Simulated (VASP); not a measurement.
Band structure of Tb (relaxed from the beta-Sn structure, space group I4_1/amd). Method: PBEsol GGA, VASP's PBE PAW potentials (set 64) (plane waves; VASP 6.6.1).

The 4f electrons are frozen in the core of the lanthanide potential, so 4f levels, which can set the real gap, and their magnetism are missing.

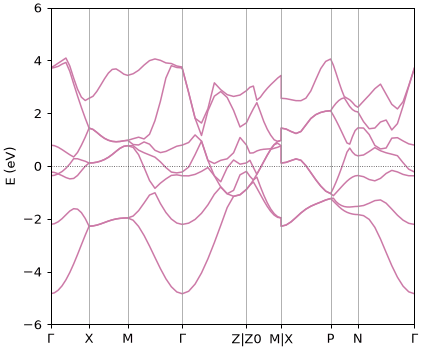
Fig. 1. Bands along high-symmetry lines, zero at the valence-band maximum or, without a gap, the Fermi level

Problem. Read the plot: is there a gap, and where are the band edges?

Solution. It has no gap at this level: it comes out as a metal or semimetal. (Edges off the drawn lines would not show.)

The structure was generated: Tb was put into the beta-Sn type (I4_1/amd), which need not be its known phase. It was relaxed first, which changed the volume by -10 %.
